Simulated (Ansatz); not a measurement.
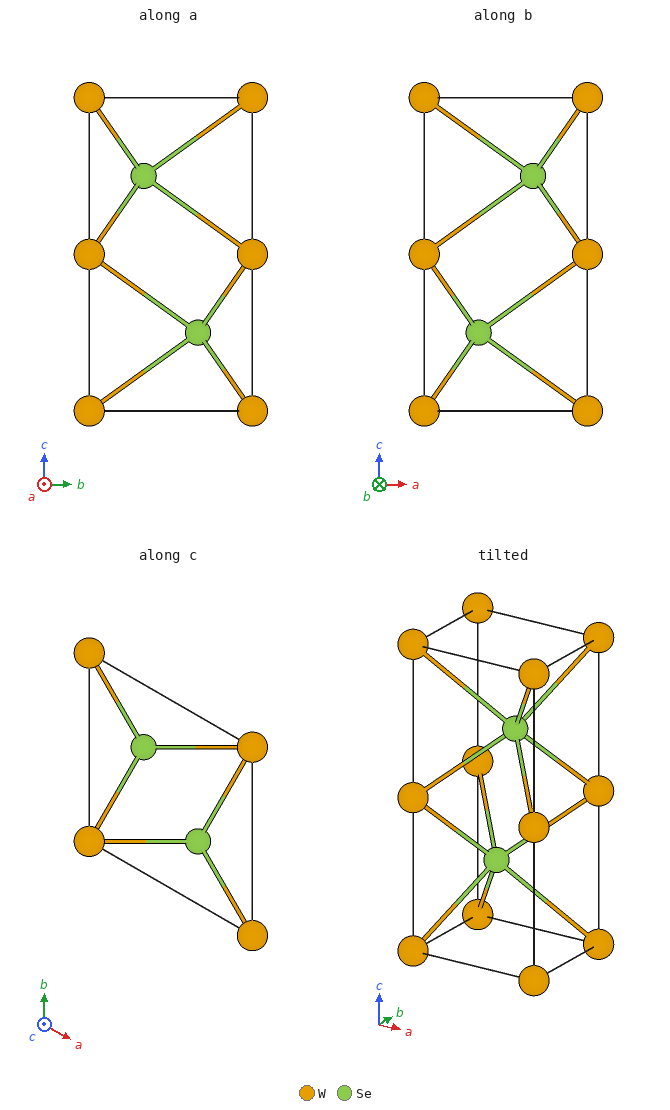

Crystal structure, ball-and-stick style, seen along the a axis, along the b axis, along the c axis and slightly off an axis. The parallelepiped is the conventional unit cell.

Lattice parameters: a = 4.2987 Å, b = 4.2987 Å, c = 7.1499 Å, α = 90.000°, β = 90.000°, γ = 120.000°.

### Convert the drawing into a CIF with its space group and independent sites.

```cif
data_structure
_symmetry_space_group_name_H-M 'P 63/m m c'
_symmetry_Int_Tables_number 194
_cell_length_a 4.2987
_cell_length_b 4.2987
_cell_length_c 7.1499
_cell_angle_alpha 90.000
_cell_angle_beta 90.000
_cell_angle_gamma 120.000
_cell_volume 114.42
loop_
_atom_site_label
_atom_site_type_symbol
_atom_site_symmetry_multiplicity
_atom_site_Wyckoff_symbol
_atom_site_fract_x
_atom_site_fract_y
_atom_site_fract_z
_atom_site_occupancy
W1 W 2 a 0.0000 0.0000 0.0000 1
Se1 Se 2 c 0.3333 0.6667 0.2500 1
```

The cell started as a structure type filled with these elements by a generator (whether the compound takes this form wasn't checked). Earlier steps of the study may have refined or changed the cell and positions. It was set up as input for a calculation with Ansatz.
